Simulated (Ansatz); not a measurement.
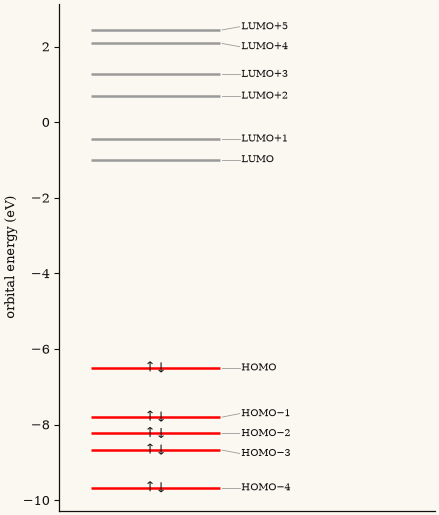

Kohn-Sham orbital energies near the frontier, r2SCAN/def2-TZVPP with the Ansatz code, at a PBE0-D4/def2-TZVP geometry (no frequency check), isolated molecule; empty levels in grey, levels within 0.03 eV side by side.

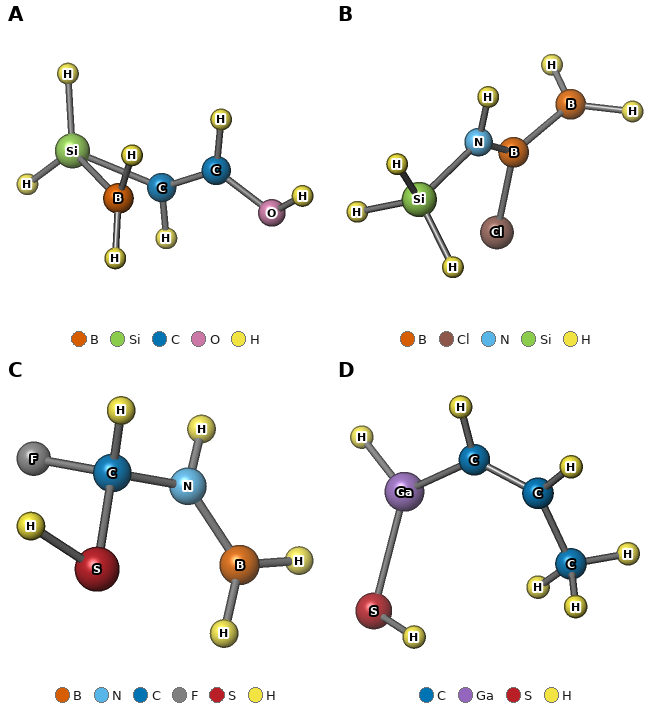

> Which molecule has this level scheme? The candidates are drawn in the second picture.

Structure C, CH₅BFNS, SMILES BN[C@@H](F)S. HOMO −6.50 eV, LUMO −0.99 eV, separation 5.51 eV.

Known limits of this run: one conformer of a flexible molecule; empty levels above zero depend strongly on the basis.
